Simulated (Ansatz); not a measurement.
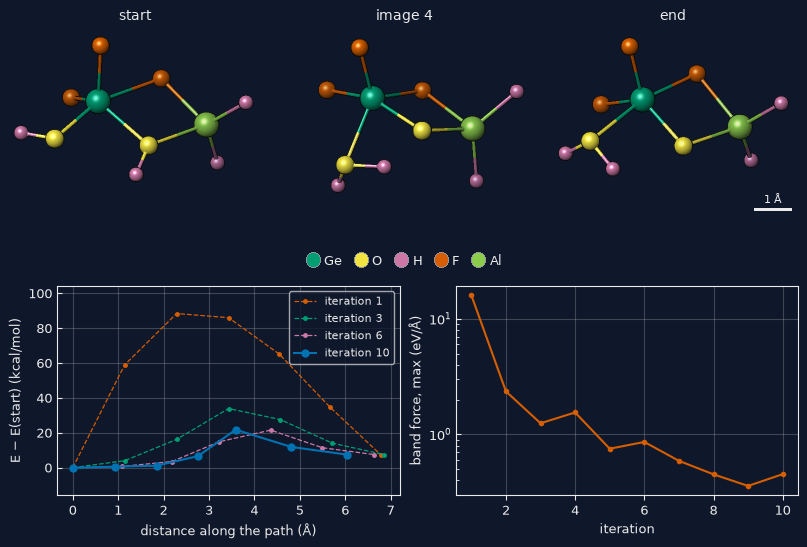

A nudged-elastic-band calculation for AlGeH4O2F3. Images are numbered from 0 (start) to 6 (end). The plot follows the band through its iterations. Style: ball-and-stick. Shown at a tilt.

Method: RKS PBE/def2-SVP (Ansatz 0.2.0). Set-up: 5 movable images; climbing image; force threshold 0.05 eV/Å; iteration limit 10; starting path through a guess of the saddle point.

How did the profile develop, and is the result final?

Answer. The result isn't final. The band hadn't converged when the run stopped after 10 iterations. The largest component of the band force went from 16 to 0.45 eV/Å. The barrier read from it is provisional: over the last two iterations the highest image moved from 18.4 kcal/mol to 21.8 kcal/mol. The iteration limit was low. The first iteration put the highest image at 88.5 kcal/mol. The highest point, image 4, lies 21.8 kcal/mol above the start and 14.3 kcal/mol above the end; the end is at +7.5 kcal/mol relative to the start.

The run took 99 s on 4 threads of Arm Neoverse V2, on a shared host, peak memory 0.22 GiB.
